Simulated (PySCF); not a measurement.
# C3H3F3 (SMILES C=C(F)C(F)F) at 4 levels

Aim: a comparison of 4 runs (HF/3-21G, PBE0/def2-SVP, BLYP/6-31+G*, M06-2X/6-311+G**) of C3H3F3. 

The results are computed with PySCF 2.14.0.

## 1. The molecule

C3H3F3: 9 atoms, total charge 0, spin state singlet. As SMILES, `C=C(F)C(F)F`. The coordinates come from a PBE0-D4/def2-TZVP relaxation. This is one conformer, not always the lowest.

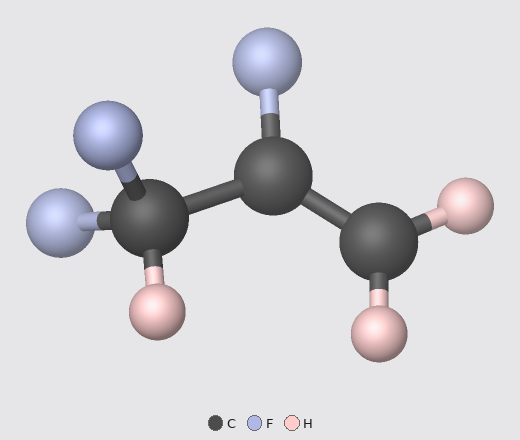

Viewed from a chosen angle; carbon dark grey, fluorine light blue, hydrogen pink.

## 2. Energy and gradient at HF/3-21G (run 1)

Input file calc.py:

```python
import pyscf.grad
from pyscf import gto, scf

system = gto.Mole()
system.atom = [
    ('C', (0.335900, -1.342600, 0.309400)),
    ('C', (0.491700, -0.097600, -0.095400)),
    ('F', (1.658200, 0.365500, -0.538400)),
    ('C', (-0.589200, 0.934000, -0.111600)),
    ('F', (-0.775800, 1.400300, -1.369200)),
    ('F', (-0.241400, 1.992100, 0.658700)),
    ('H', (1.159200, -2.043900, 0.297000)),
    ('H', (-0.630500, -1.674800, 0.661500)),
    ('H', (-1.534000, 0.524700, 0.256900)),
]
system.spin = 0
system.charge = 0
system.verbose = 4
system.basis = '3-21g'
system.max_memory = 1860
system.build()

mf = scf.RHF(system)
mf.conv_tol = 1e-10
mf.kernel()
if not mf.converged:
    mf = mf.newton().run(mf.mo_coeff, mf.mo_occ)

e_tot = mf.e_tot
print('E = %.10f Eh' % e_tot)
grad = mf.Gradients().kernel()
mf.analyze()
```

Launch:

```sh
OMP_NUM_THREADS=1 python calc.py
```

Output:

```text
PySCF version 2.14.0

[... 84 lines left out ...]
DFT Exchange-Correlation Energy =      -46.763155714344862
[... 13 lines left out ...]
MO #12  energy= -0.848266441983952 occ= 2
[... 11 lines left out ...]
MO #24  energy= -0.41074627322912  occ= 2
[... 11 lines left out ...]
MO #36  energy= 0.975768539540634  occ= 0
[... 11 lines left out ...]
MO #48  energy= 2.0436962306176    occ= 0
[... 11 lines left out ...]
MO #60  energy= 4.42388319369885   occ= 0
[... 72 lines left out ...]
Dipole moment(X, Y, Z, Debye): -1.58540, -3.05666,  1.31029
```

It took 3.3 s on 1 thread of Intel Xeon at 2.70GHz, shared host; peak memory 0.13 GiB.

## 3. Energy and gradient at PBE0/def2-SVP (run 2)

Input file geometry.xyz:

```xyz
9

C      0.335900    -1.342600     0.309400
C      0.491700    -0.097600    -0.095400
F      1.658200     0.365500    -0.538400
C     -0.589200     0.934000    -0.111600
F     -0.775800     1.400300    -1.369200
F     -0.241400     1.992100     0.658700
H      1.159200    -2.043900     0.297000
H     -0.630500    -1.674800     0.661500
H     -1.534000     0.524700     0.256900
```

Input file calc.py:

```python
import pyscf.grad
from pyscf import gto, dft

mol = gto.M(
    atom='geometry.xyz',
    max_memory=1860,
    verbose=4,
    basis='def2-svp',
)

calc0 = dft.RKS(mol, xc='pbe0')
calc0.grids.level = 5
calc0.conv_tol = 1e-10
calc0.kernel()
if not calc0.converged:
    calc0 = calc0.newton().run(calc0.mo_coeff, calc0.mo_occ)

e_final = calc0.e_tot
print('E = %.10f Eh' % e_final)
grad = calc0.Gradients().kernel()
dip = calc0.dip_moment()
pop, q = calc0.mulliken_pop()
```

Launch:

```sh
OMP_NUM_THREADS=1 python calc.py
```

Output:

```text
PySCF version 2.14.0

[... 78 lines left out ...]
converged SCF energy = -414.878250087073
[... 13 lines left out ...]
Dipole moment(X, Y, Z, Debye): -1.18102, -2.30769,  0.98499
[... 109 lines left out ...]
charge of    8H =      0.02406
```

It took 42 s on 1 thread of Intel Xeon at 2.70GHz, shared host; peak memory 0.98 GiB.

Run 3 isn't shown in full; the table further down has it.

## 4. Energy and forces at M06-2X/6-311+G(d,p) (run 4)

Input file input.xyz:

```xyz
9
C3H3F3
C      0.335900    -1.342600     0.309400
C      0.491700    -0.097600    -0.095400
F      1.658200     0.365500    -0.538400
C     -0.589200     0.934000    -0.111600
F     -0.775800     1.400300    -1.369200
F     -0.241400     1.992100     0.658700
H      1.159200    -2.043900     0.297000
H     -0.630500    -1.674800     0.661500
H     -1.534000     0.524700     0.256900
```

Input file run.py:

```python
# C=C(F)C(F)F
import pyscf.grad
from pyscf import gto, dft

molecule = gto.M(
    atom='input.xyz',
    verbose=3,
    max_memory=1860,
    spin=0,
    basis='6-311+g**',
)

mf = dft.RKS(molecule)
mf.xc = 'm06-2x'
mf.grids.level = 5
mf.conv_tol = 1e-10
mf.kernel()
if not mf.converged:
    mf = mf.newton().run(mf.mo_coeff, mf.mo_occ)

e_tot = mf.e_tot
print('E(%s) = %.9f' % ('M06-2X', e_tot))
grad = mf.Gradients().kernel()
dip = mf.dip_moment()
pop, q = mf.mulliken_pop()
```

Launch:

```sh
OMP_NUM_THREADS=1 python run.py
```

Output:

```text
converged SCF energy = -415.597124008876
[... 9 lines left out ...]
Dipole moment(X, Y, Z, Debye): -1.36648, -2.80061,  1.17783
[... 160 lines left out ...]
charge of    8H =      0.18725
```

Run time: 2.3 min. Hardware: 1 thread of Intel Xeon at 2.70GHz, shared host; peak memory 1.8 GiB.

## 5. Overview of the runs

```
run                               level  integration grid  energy (Eh)  dipole moment (D)  HOMO energy (eV)  LUMO energy (eV)  wall time
  1                            HF/3-21G                 –  -411.379573               3.68            -11.18              3.83      3.3 s
  2                       PBE0/def2-SVP                 5  -414.878250               2.77             -8.25             -0.35       42 s
  3  BLYP/6-31+G* (spherical functions)                 5  -415.558344               2.91             -6.94             -1.54       64 s
  4                    M06-2X/6-311+G**                 5  -415.597124               3.33             -9.80              0.10    2.3 min
```

## 6. Outcome

| quantity | value |
| --- | --- |
| run 4: total energy | -415.59712 Eh |
| run 4: dipole moment | 3.33 D |
| run 4: HOMO energy | -9.80 eV |
| run 4: LUMO energy | 0.10 eV |
| run 4: HOMO–LUMO gap | 9.90 eV |
| run 4: largest force on an atom | 0.261 eV/Å |

What this shows: The dipole moment (its size) runs from 2.77 D (PBE0/def2-SVP) to 3.68 D (HF/3-21G). The two ends differ in method and basis. The HOMO–LUMO gap runs from 5.40 eV (BLYP/6-31+G*) to 15.01 eV (HF/3-21G). Totals of different functionals can't be ranked against each other. All runs together took 4.1 min, the longest 2.3 min.
